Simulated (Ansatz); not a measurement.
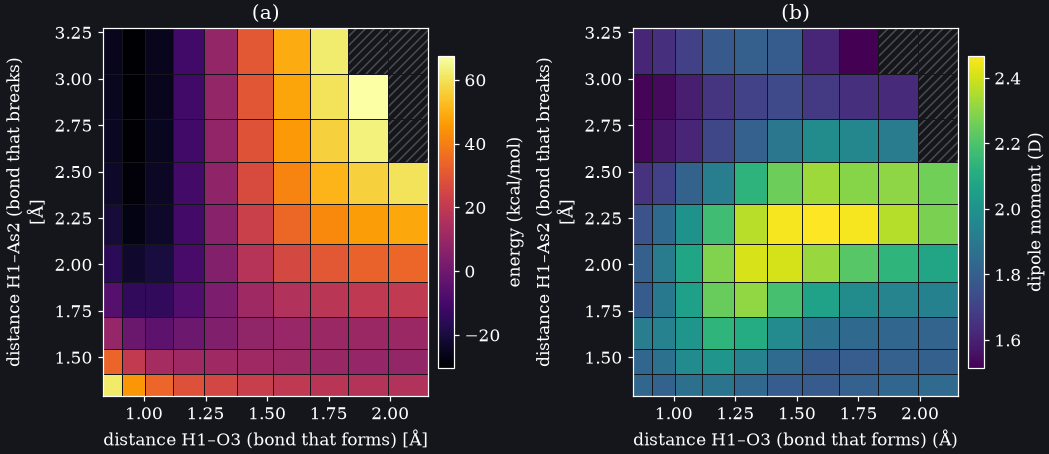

The reacting system AsH4O (fragments AsH₃ + HO where the first distance is long, H₂O + AsH₂ where the second is long), spin multiplicity 2. Coordinates scanned: (1) distance H1–O3 (bond that forms); (2) distance H1–As2 (bond that breaks). Relaxed at each point: all other coordinates. Grid: 10 × 10 points. At 4 points there is no value. Points are written as (first, second). All energies are given in kcal/mol relative to a guessed transition structure relaxed with its forming and breaking bonds held. In part of the range the unrestricted reference is strongly spin-contaminated. Method: Ansatz 0.2.0, UKS BHLYP-D4/def2-SVP.

Panel (a) is the energy; panel (b) is the computed dipole moment, in D.

Drawn: one coloured cell a grid point, hatched blanks where no value was computed.

How does the dipole moment vary over the map, and what is it at the lowest grid point?

Answer. Leaving out the highest fifth of the energies, it runs from 1.52 D at (0.873 Å, 2.904 Å) to 2.45 D at (1.449 Å, 2.213 Å). At the lowest grid point, (0.950 Å, 3.150 Å), it is 1.65 D. That point lies on the edge of the scan.
